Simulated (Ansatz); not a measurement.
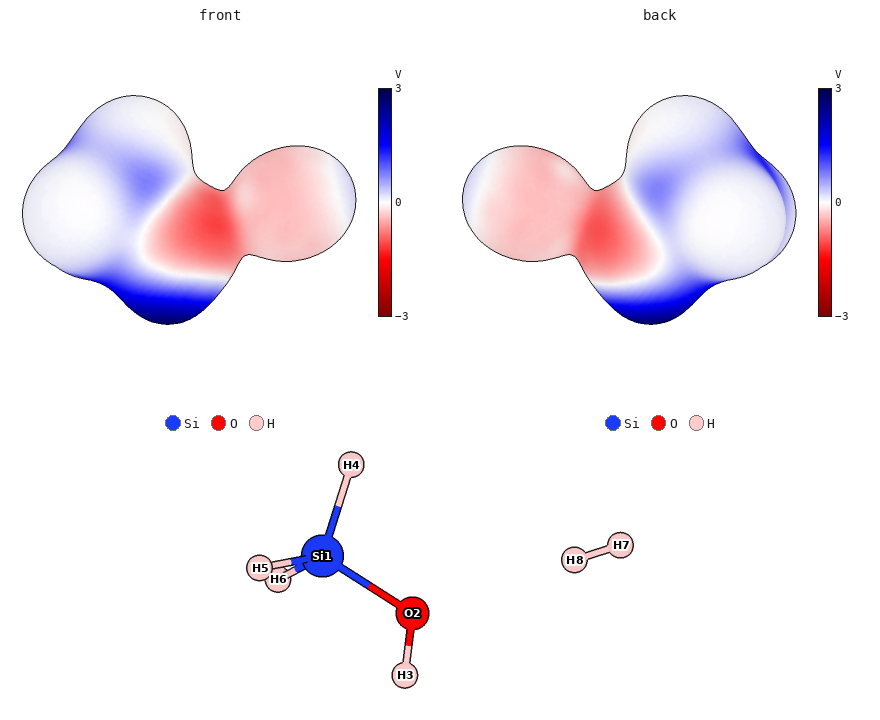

Figure. H₄OSi···H₂. The molecular electrostatic potential painted on the density surface at 0.002 e/bohr³, seen from the front and from behind; the colour scale runs from red (negative) to blue (positive). The bare structure is drawn below in the same view.

These are results of RKS PBE/def2-mTZVP in Ansatz, not measurements.

The calculation's input:

```
crystal:
  periodic: [false, false, false]
  atoms:
    - { symbol: Si, position_ang: [-0.139465, 0.132206, 0.077795] }
    - { symbol: O, position_ang: [-0.123413, 0.08648, 1.757052] }
    - { symbol: H, position_ang: [-0.987843, 0.244577, 2.181241] }
    - { symbol: H, position_ang: [1.2711, 0.309419, -0.368837] }
    - { symbol: H, position_ang: [-0.959719, 1.298029, -0.394467] }
    - { symbol: H, position_ang: [-0.717359, -1.10425, -0.542385] }
    - { symbol: H, position_ang: [1.287504, -2.000813, 0.811817] }
    - { symbol: H, position_ang: [1.099596, -1.735047, 1.445685] }
basis:
  gaussian: { orbitals: def2-mTZVP }
hamiltonian:
  xc: pbe
relax:
  f_tol: 0.03
  max_steps: 50
output:
  orbitals: {}
```

Run with:

```sh
ansatz run input.yaml --threads 1 --pin off --max-ram 2048MiB --backend cpu --events-out ev --progress --plain --runs-dir out
```

The fields are those of the run's last geometry, not of the input's.

> Which sites attract a positive test charge, and which a negative one?

A positive charge is drawn to the negative regions and a negative charge to the positive ones. The most negative region (about −1.1 V) lies over O2, the most positive (about +2.7 V) over H3. O2 is the likeliest acceptor of a hydrogen bond.
